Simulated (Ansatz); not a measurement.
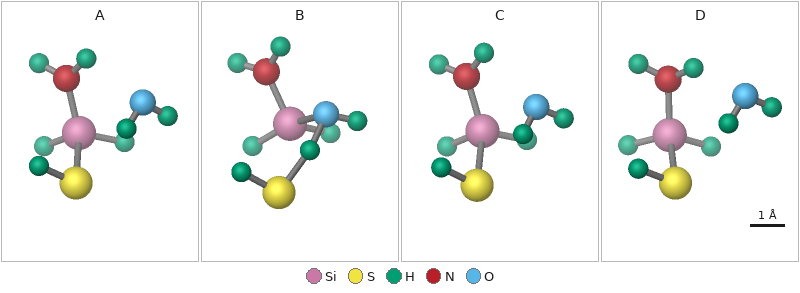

4 geometries from a converged minimum-energy path of SiNH7SO, shuffled. Style: ball-and-stick. Shown at a tilt.

Level of theory: RKS r2SCAN-D4/def2-SVP in Ansatz. Settings: 9 movable images; climbing image; force threshold 0.03 eV/Å; iteration limit 53; starting path through a guess of the saddle point.

> Which frame is the top of the path?

B. In order along the path, whose images run from 0 to 10: D (image 0, 0.0 kJ/mol), A (image 2, +7.2 kJ/mol), C (image 3, +27.9 kJ/mol), B (image 5, +109.2 kJ/mol). Breaking: H–O (0.97 → 2.33 Å), S–Si (2.20 → 3.90 Å). Forming: H–S (2.49 → 1.35 Å), O–Si (3.35 → 1.68 Å).
